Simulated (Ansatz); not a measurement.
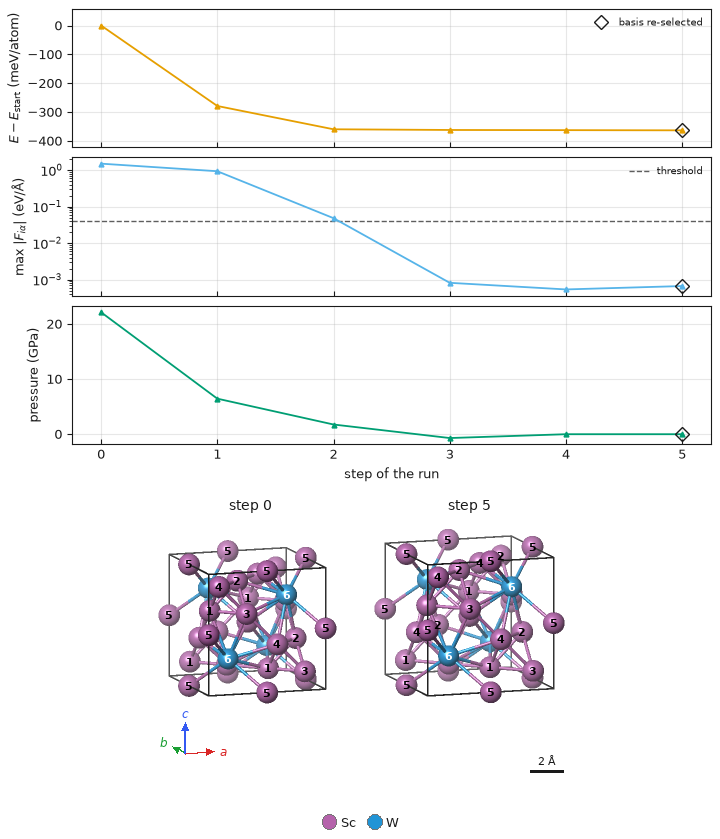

First and last geometry of a relaxation of solid Sc5W (a generated structure, set up in F-43m) (coarse preliminary run), with the history of the run. Style: ball-and-stick. Shown: the conventional cell (4 times the calculation's cell), slightly off an axis. Lengths and directions refer to the drawn axes.

Theory: DFT PBE, scalar-relativistic, plane waves, PAW (Ansatz 0.2.0). (plane-wave cutoff 420 eV; k-point mesh 4 × 4 × 4; occupations gaussian; smearing width 0.1 eV; no spin polarisation; cell and atoms relaxed; force threshold 0.04 eV/Å; at most 70 steps)

> Did the run converge, and what did it change?

It converged. The largest moves relative to the cell, 0.14 Å, are those of Sc1, Sc2, Sc3 and Sc4. Sc1 goes along [−1 1 −1]. W stays in place. The drawn cell changes as follows: a = b = c 7.495 → 8.086 Å (+7.9 %); the volume changes by +25.6 %. Among the contacts that change: Sc1–Sc2 2.499 → 2.921 Å, Sc1–Sc5 3.093 → 3.359 Å, Sc5–W6 3.245 → 3.502 Å, Sc1–W6 3.125 → 3.346 Å. The space group stays F-43m (No. 216). The energy falls by 363 meV per atom in 4 accepted moves (5 points after the start). Largest force component: 1.5 eV/Å at the start, 0.00067 eV/Å at the end. Pressure: 22.12 GPa at the start and −0.02 GPa at the end. The SCF was repeated once at an unchanged geometry on a basis and grid sized afresh for the cell, which shifted the energy by 0.7 meV per atom at most. The run took 19 s on 1 thread of Arm Neoverse V2 (shared host), peak memory 0.36 GiB.
